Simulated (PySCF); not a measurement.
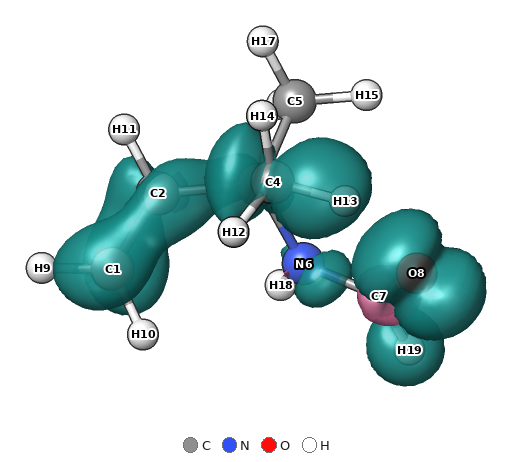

C6H11NO (SMILES [CH2+][CH]C(C)(C)NC=O) (charge +1, doublet). Isosurfaces of the spin density (α minus β) at +0.02 (teal) and −0.02 e/Å³ (pink), seen across its widest extent.

Geometry: GFN2-xTB.

All numbers below come from PySCF 2.14.0, density-fitted response routines, UKS B3LYP, pcH-1 on C H N O, non-relativistic, mean-field spin-orbit, GIAO.

```xyz
19

C    -1.7793   -1.0984   -1.2149
C    -1.5032   -0.1060   -0.3842
C    -0.1175    0.2747    0.1238
C    -0.0232   -0.4608    1.4492
C     0.0332    1.7853    0.2845
N     0.9106   -0.2099   -0.8015
C     2.1123   -0.5926   -0.3961
O     2.4795   -0.7465    0.7536
H    -2.7803   -1.2316   -1.5946
H    -1.0476   -1.8070   -1.5698
H    -2.2836    0.5118    0.0367
H    -0.3701   -1.4919    1.3981
H     1.0831   -0.5203    1.6676
H    -0.5067    0.0695    2.2653
H     1.0132    2.0257    0.6919
H    -0.0706    2.2869   -0.6751
H    -0.7209    2.1790    0.9595
H     0.7389   -0.0587   -1.7859
H     2.8225   -0.7999   -1.2156
```

Question: Describe the spin distribution.

Answer: The unpaired spin (1 electron) lies mostly on O8 (about 0.4), C4 (about 0.2), C1 (about 0.1) and C2 (about 0.1), in electrons by Hirshfeld's partition.
